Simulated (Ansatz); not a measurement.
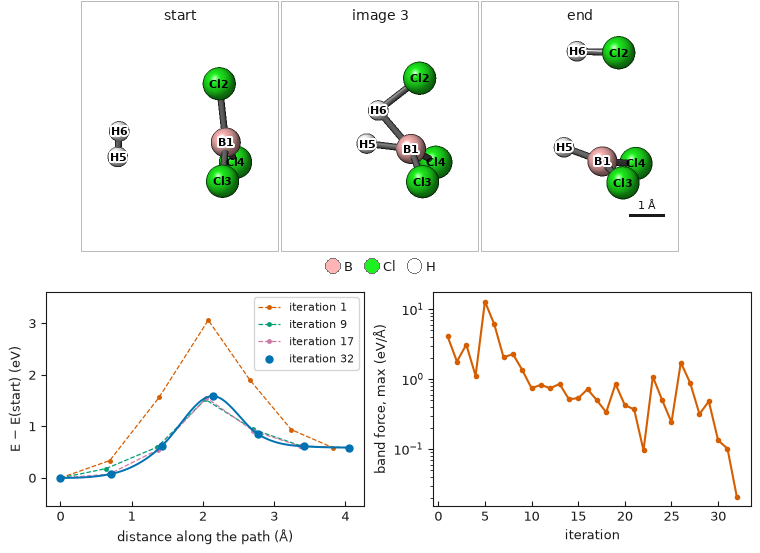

NEB run on BH2Cl3, made up at the start of BCl3 and H₂. Images are numbered from 0 (start) to 6 (end). The plot follows the band through its iterations. A ball-and-stick model, seen at a tilt.

Method: RKS B3LYP-D4/def2-SVP (Ansatz). Settings: 5 movable images; climbing image; force threshold 0.05 eV/Å; iteration limit 60; starting path through a guess of the saddle point.

> Judge this run.

The result is final at these settings. The band converged in 32 iterations. The largest component of the band force went from 4.1 to 0.021 eV/Å. The climbing image converged on the top of the path. Its vibrational analysis gives one imaginary mode (896i cm⁻¹), as a transition state must have. The first iteration put the highest image at 3.06 eV. Forward barrier 1.59 eV, backward barrier 1.00 eV, with image 3 at the top; the reaction energy is +0.59 eV.

Limits of the set-up: the start holds two separate molecules, 3.1 Å apart at their closest, whose relative position is a soft coordinate.
